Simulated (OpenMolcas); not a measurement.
# Single-point calculation of NiF6 (charge −4) (part 1 of 3)

NiF6, charge −4, multiplicity 3, computed with HF/ANO-RCC-MB, ROHF, DKH2 (OpenMolcas 26.06).

The geometry comes from this level: GFN2-xTB.

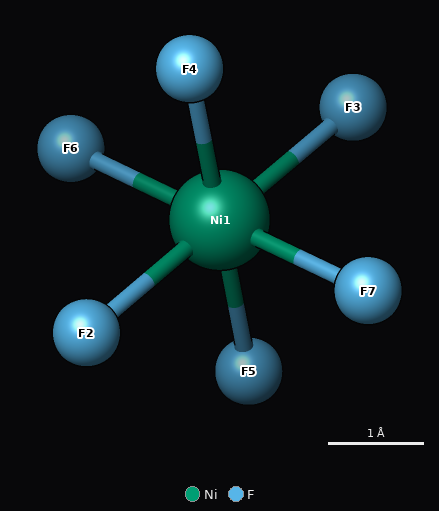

*The input geometry (ball-and-stick view, seen at a tilt; atoms are numbered from 1 in the order of the input). Sticks mark near contacts.*

Bond lengths as drawn: F–Ni 2.12 Å.

Summary:

```json
{"quantity": "outcome", "value": "converged"}
{"quantity": "total energy", "value": "−2115.296931 hartree"}
{"quantity": "basis functions", "value": "48"}
{"quantity": "hardware", "value": "1 thread of Arm Neoverse V1, 24 GiB of memory available, shared host"}
{"quantity": "wall time", "value": "9 s"}
{"quantity": "peak memory", "value": "0.41 GiB"}
```

The input:
```
&GATEWAY
COORD
struct.xyz
BASIS
ANO-RCC-MB
GROUP
NoSym
&SEWARD
&SCF
UHF
CHARGE
-4
SPIN
3
PRORBITALS
1 1
&RASSCF
FILEORB
$Project.UnaOrb
SPIN
3
NACTEL
2 0 0
INACTIVE
42
RAS2
2
OUTORBITALS
Canonical
ORBLISTING
Nothing
```

File struct.xyz:
```
7

Ni     0.000790    -0.000840     0.000020
F     -0.024620    -0.013390     2.122020
F      0.019980     0.008560    -2.124440
F      2.120440     0.010300     0.024900
F     -2.121960    -0.005430    -0.020190
F     -0.003200     2.123460     0.011550
F      0.008570    -2.122650    -0.013870
```

Run as:
```bash
export MOLCAS_MEM=1860
pymolcas step1.inp > step1.log
```

Log:
```
--- Start Module: gateway ---

                                              &GATEWAY

                       available to each process: 1.9 GB of memory, 1 thread

++    Symmetry information:
      ---------------------

                    Character Table for C1

                             E
                    a        1  x, y, xy, Rz, z, xz, Ry, yz, Rx, I
--

++    Basis set information:
      ----------------------

      Basis set label: NI.ANO-RCC...4S3P1D.

      Electronic valence basis set:
      ------------------
      Associated Effective Charge  28.000000 au
      Associated Actual Charge     28.000000 au
      Nuclear Model: Point charge

      Shell  nPrim  nBasis  Cartesian Spherical Contaminant
         s      21       4        X
         p      15       3        X
         d      10       1                 X

      Basis set label: F.ANO-RCC...2S1P.

      Electronic valence basis set:
      ------------------
      Associated Effective Charge   9.000000 au
      Associated Actual Charge      9.000000 au
      Nuclear Model: Point charge

      Shell  nPrim  nBasis  Cartesian Spherical Contaminant
         s      14       2        X
         p       9       1        X
--

++    Molecular structure info:
      -------------------------

                    ************************************************
                    **** Cartesian Coordinates / bohr, angstrom ****
                    ************************************************

     Center  Label                x              y              z                     x              y              z
        1      NI1              0.001493      -0.001587       0.000038              0.000790      -0.000840       0.000020
        2      F2              -0.046525      -0.025303       4.010037             -0.024620      -0.013390       2.122020
        3      F3               0.037757       0.016176      -4.014610              0.019980       0.008560      -2.124440
        4      F4               4.007051       0.019464       0.047054              2.120440       0.010300       0.024900
        5      F5              -4.009923      -0.010261      -0.038154             -2.121960      -0.005430      -0.020190
        6      F6              -0.006047       4.012758       0.021826             -0.003200       2.123460       0.011550
        7      F7               0.016195      -4.011227      -0.026211              0.008570      -2.122650      -0.013870

                    ***************************************
                    *    InterNuclear Distances / bohr    *
                    ***************************************

               1 NI1           2 F2            3 F3            4 F4            5 F5            6 F6
    1 NI1      0.000000
    2 F2       4.010356        0.000000
    3 F3       4.014851        8.025196        0.000000
    4 F4       4.005889        5.669102        5.679121        0.000000
    5 F5       4.011607        5.665386        5.674206        8.017482        0.000000
    6 F6       4.014411        5.675685        5.680440        5.661447        5.676205        0.000000
    7 F7       4.009753        5.672990        5.668136        5.672634        5.676046        8.024160

               7 F7
    7 F7       0.000000

                    *******************************************
                    *    InterNuclear Distances / angstrom    *
                    *******************************************

               1 NI1           2 F2            3 F3            4 F4            5 F5            6 F6
    1 NI1      0.000000
    2 F2       2.122189        0.000000
    3 F3       2.124567        4.246751        0.000000
    4 F4       2.119825        2.999959        3.005262        0.000000
    5 F5       2.122851        2.997993        3.002661        4.242669        0.000000
    6 F6       2.124335        3.003443        3.005960        2.995909        3.003718        0.000000
    7 F7       2.121870        3.002017        2.999449        3.001828        3.003634        4.246202

               7 F7
    7 F7       0.000000
--

            Nuclear Potential Energy            578.59027723 au

--- Stop Module: gateway /rc=_RC_ALL_IS_WELL_ ---

--- Start Module: seward ---

                                              &SEWARD

                       available to each process: 1.9 GB of memory, 1 thread

               SEWARD will generate:
                  Multipole Moment integrals up to order  2
                  Kinetic Energy integrals
                  Nuclear Attraction integrals (point charge)
                  One-Electron Hamiltonian integrals
                  Velocity integrals
                  Relativistic Douglas-Kroll-Hess integrals:
                    - Parametrization         : EXP
                    - DKH order of Hamiltonian: 2
                    - DKH order of Properties : 0
                         - multipole moment operators
                         - electric potential operators
                         - contact operators
                  Orbital angular momentum around (  0.0003  -0.0004   0.0000 )
                  Velocity quadrupole around (  0.0003  -0.0004   0.0000 )
                  Atomic mean-field integrals
                  Two-Electron Repulsion integrals

                   Integrals are discarded if absolute value <: 1.00E-14
                   Integral cutoff threshold is set to       <: 1.00E-16

            Nuclear Potential Energy            578.59027723 au

      Basis set specifications :
      Symmetry species         a
      Basis functions           48

--- Stop Module: seward /rc=_RC_ALL_IS_WELL_ ---
--- Module seward spent 6 seconds ---

--- Start Module: scf ---

                                                &SCF

                       available to each process: 1.9 GB of memory, 1 thread

++    Input section:
      --------------

      Header of the integral files:

      Cartesian coordinates in angstrom:
      -----------------------------------------------------
      No.  Label        X            Y            Z
      -----------------------------------------------------
       1   NI1        0.00079000  -0.00084000   0.00002000
       2   F2        -0.02462000  -0.01339000   2.12202000
       3   F3         0.01998000   0.00856000  -2.12444000
       4   F4         2.12044000   0.01030000   0.02490000
       5   F5        -2.12196000  -0.00543000  -0.02019000
       6   F6        -0.00320000   2.12346000   0.01155000
       7   F7         0.00857000  -2.12265000  -0.01387000
      -----------------------------------------------------
      Nuclear repulsion energy =  578.59027723
--

++    Orbital specifications:
      -----------------------

      Symmetry species               1
                                     a
      Frozen orbitals                0
      Start temperature = 0.500
      End temperature   = 0.010
      Temperature Factor= 0.460
      Deleted orbitals               0
      Total number of orbitals      48
      Number of basis functions     48
--

      Molecular charge                          -4.000

++    Optimization specifications:
      ----------------------------

      SCF Algorithm: Conventional USCF
      D(i)-D(i-1) density differences are used
      Number of density matrices in core                 5
      Maximum number of NDDO SCF iterations            400
      Maximum number of HF SCF iterations              400
      Threshold for SCF energy change             1.00E-09
      Threshold for density matrix                1.00E-04
      Threshold for Fock matrix                   1.50E-04
      Threshold for linear dependence             1.00E-09
      Threshold at which DIIS is turned on        1.50E-01
      Maximum depth in the DIIS procedure                5
      Maximum depth in the BFGS Hessian update          30
      Threshold at which QNR/C2DIIS is turned on  7.50E-02
      Threshold for Norm(delta) (QNR/C2DIIS)      1.00E-03
      All orbitals punched on: UHFORB
--

      Input vectors read from INPORB
      Orbital file label: *Guess orbitals

++ Convergence information
                               UHF SCF        iterations: Energy and convergence statistics

Iter     Tot. SCF        One-elec.       Two-elec.     Energy      Max Dij or  Max Fij      DNorm      TNorm      AccCon     Time
         Energy          Energy          Energy        Change      Delta Norm                                                in Sec.

 The total and one-electron energies are shifted by a value of      2000. a.u.

   1  -113.006443482 -2206.373653178  1514.776932466   0.00E+00    5.44E-02*   2.68E-01*    1.34E+01   2.72E+02   None         0.
   2  -112.306339318 -2160.036243446  1469.139626898   7.00E-01*   6.92E-02*   4.91E-02*    1.93E+00   2.66E+02   EDIIS        0.
   3  -114.015223398 -2175.549083129  1482.943582500  -1.71E+00*   4.09E-01*   1.94E-01*    2.33E+00   2.68E+02   EDIIS        0.
   4  -113.797145387 -2220.295329649  1527.907907032   2.18E-01*   5.58E-02*   1.79E-01*    2.67E+00   2.74E+02   EDIIS        0.
   5  -115.077640761 -2185.790633132  1492.122715141  -1.28E+00*   9.14E-02*   1.74E-01*    1.96E+00   2.69E+02   EDIIS        0.
   6  -115.288326641 -2186.079512551  1492.200908680  -2.11E-01*   1.18E-01*   4.21E-02*    5.62E-01   2.69E+02   EDIIS        0.
   7  -115.295749104 -2184.965203772  1491.079177438  -7.42E-03*   3.76E-02*   1.28E-02*    2.59E-01   2.69E+02   EDIIS        0.

       Fermi aufbau procedure completed!
      nOcc(alpha)=   44
      nOcc(beta) =   42

   8  -115.296838013 -2184.746774729  1490.859659485  -1.09E-03*   4.46E-03*   8.99E-03*    9.78E-02   2.69E+02   c2DIIS       0.
   9  -115.297085233 -2184.592014648  1490.704652185  -2.47E-04*   5.05E-03*   9.95E-04*    1.68E-02   2.69E+02   QNRc2DIIS    0.
  10  -115.297093767 -2184.583799313  1490.696428316  -8.53E-06*   6.52E-03*   5.61E-04*    8.75E-03   2.69E+02   QNRc2DIIS    0.
  11  -115.297097740 -2184.573569085  1490.686194114  -3.97E-06*   2.01E-04    2.90E-05     1.13E-02   2.69E+02   QNRc2DIIS    0.
  12  -115.297097747 -2184.572757646  1490.685382669  -6.59E-09*   6.95E-05    1.09E-05     3.12E-04   2.69E+02   QNRc2DIIS    0.
  13  -115.297097748 -2184.572634619  1490.685259641  -1.02E-09*   2.79E-05    9.22E-06     1.06E-04   2.69E+02   QNRc2DIIS    0.
  14  -115.297097748 -2184.572639383  1490.685264405  -4.28E-10    3.10E-04    8.45E-06     4.23E-05   2.69E+02   QNRc2DIIS    0.

       Convergence after  14 Iterations
--

 *****************************************************************************************************************************
 *                                             SCF/KS-DFT Program, Final results                                             *
 *                                                       Final Results                                                       *
 *****************************************************************************************************************************

::    Total SCF energy                              -2115.2970977481
      One-electron energy                           -4184.5726393833
      Two-electron energy                            1490.6852644048
      Nuclear repulsion energy                        578.5902772303
      Kinetic energy (interpolated)                  2205.4016309239
      Virial theorem                                    0.9591437079
      Total spin, S(S+1)                                2.0006578232
      Total spin, S                                     1.0002192584
      Max non-diagonal density matrix element           0.0001671380
      Max non-diagonal Fock matrix element              0.0000745042

      All orbitals with orbital energies smaller than  E(LUMO)+0.5 are printed

++    Molecular orbitals:
      -------------------

      Title: UHF orbitals (alpha)

      Molecular orbitals for symmetry species 1: a

          Orbital            1         2         3         4         5         6         7         8         9        10
          Energy         -308.1169  -37.9897  -32.4553  -32.4552  -32.4552  -25.0173  -25.0170  -25.0167  -25.0166  -25.0165
          Occ. No.          1.0000    1.0000    1.0000    1.0000    1.0000    1.0000    1.0000    1.0000    1.0000    1.0000

          Orbital           11        12        13        14        15        16        17        18        19        20
          Energy          -25.0163   -4.3418   -2.6605   -2.6605   -2.6605   -0.5378   -0.5270   -0.5268   -0.5267   -0.5229
          Occ. No.          1.0000    1.0000    1.0000    1.0000    1.0000    1.0000    1.0000    1.0000    1.0000    1.0000

          Orbital           21        22        23        24        25        26        27        28        29        30
          Energy           -0.5228    0.0326    0.0326    0.0814    0.0814    0.0814    0.2917    0.3241    0.3242    0.3242
          Occ. No.          1.0000    1.0000    1.0000    1.0000    1.0000    1.0000    1.0000    1.0000    1.0000    1.0000

          Orbital           31        32        33        34        35        36        37        38        39        40
          Energy            0.3515    0.3515    0.3516    0.3685    0.3685    0.3686    0.3774    0.3775    0.3775    0.3830
          Occ. No.          1.0000    1.0000    1.0000    1.0000    1.0000    1.0000    1.0000    1.0000    1.0000    1.0000

          Orbital           41        42        43        44        45        46        47        48
          Energy            0.3830    0.3831    0.4070    0.4070    1.0434    1.2876    1.2879    1.2885
          Occ. No.          1.0000    1.0000    1.0000    1.0000    0.0000    0.0000    0.0000    0.0000

--

++    Static properties:
      ------------------

      LoProp Charges per center

                   NI1      F2       F3       F4       F5       F6       F7
      Nuclear     28.0000   9.0000   9.0000   9.0000   9.0000   9.0000   9.0000
      Electronic -26.7146  -9.8809  -9.8811  -9.8806  -9.8809  -9.8811  -9.8808

      Total        1.2854  -0.8809  -0.8811  -0.8806  -0.8809  -0.8811  -0.8808
--

      All orbitals with orbital energies smaller than  E(LUMO)+0.5 are printed

++    Molecular orbitals:
      -------------------

      Title: UHF orbitals (beta)

      Molecular orbitals for symmetry species 1: a

          Orbital            1         2         3         4         5         6         7         8         9        10
          Energy         -308.1162  -37.9270  -32.3930  -32.3930  -32.3930  -25.0152  -25.0149  -25.0146  -25.0146  -25.0144
          Occ. No.          1.0000    1.0000    1.0000    1.0000    1.0000    1.0000    1.0000    1.0000    1.0000    1.0000

          Orbital           11        12        13        14        15        16        17        18        19        20
          Energy          -25.0142   -4.1685   -2.4487   -2.4486   -2.4486   -0.5319   -0.5208   -0.5206   -0.5206   -0.5149
          Occ. No.          1.0000    1.0000    1.0000    1.0000    1.0000    1.0000    1.0000    1.0000    1.0000    1.0000

          Orbital           21        22        23        24        25        26        27        28        29        30
          Energy           -0.5148    0.1397    0.1397    0.1397    0.3050    0.3323    0.3323    0.3324    0.3552    0.3553
          Occ. No.          1.0000    1.0000    1.0000    1.0000    1.0000    1.0000    1.0000    1.0000    1.0000    1.0000

          Orbital           31        32        33        34        35        36        37        38        39        40
          Energy            0.3553    0.3701    0.3701    0.3702    0.3786    0.3788    0.3846    0.3846    0.3847    0.3893
          Occ. No.          1.0000    1.0000    1.0000    1.0000    1.0000    1.0000    1.0000    1.0000    1.0000    1.0000

          Orbital           41        42        43        44        45        46        47        48
          Energy            0.3894    0.3894    1.0625    1.0756    1.0757    1.3104    1.3107    1.3112
          Occ. No.          1.0000    1.0000    0.0000    0.0000    0.0000    0.0000    0.0000    0.0000

--

++    Molecular charges:
      ------------------

      Mulliken charges per centre and basis function type
      ---------------------------------------------------
```
